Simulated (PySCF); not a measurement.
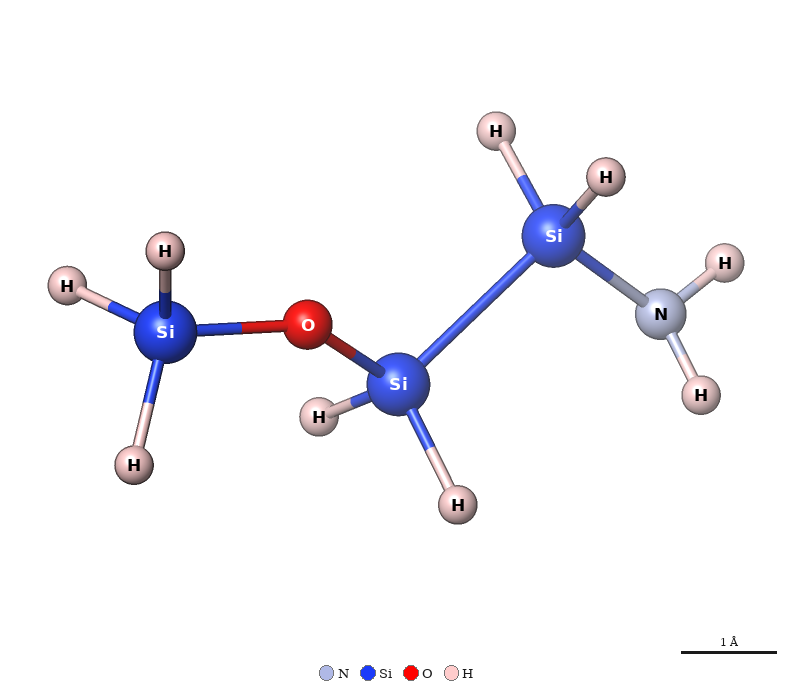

Depth is shown by fading: the farther an atom, the more it takes the colour of the background. The geometry was computed by an optimisation with PBE0-D3(BJ)/def2-SVP. No frequency run is at hand to confirm it as a minimum. Masses are those of the most abundant isotopes; constants are for the rigid equilibrium geometry.

> What kind of rotor is it, and what are its rotational constants in GHz?

An asymmetric top (C1): A = 8.96, B = 0.823, C = 0.778 GHz. Ray's parameter κ is −0.99, close to the prolate limit.
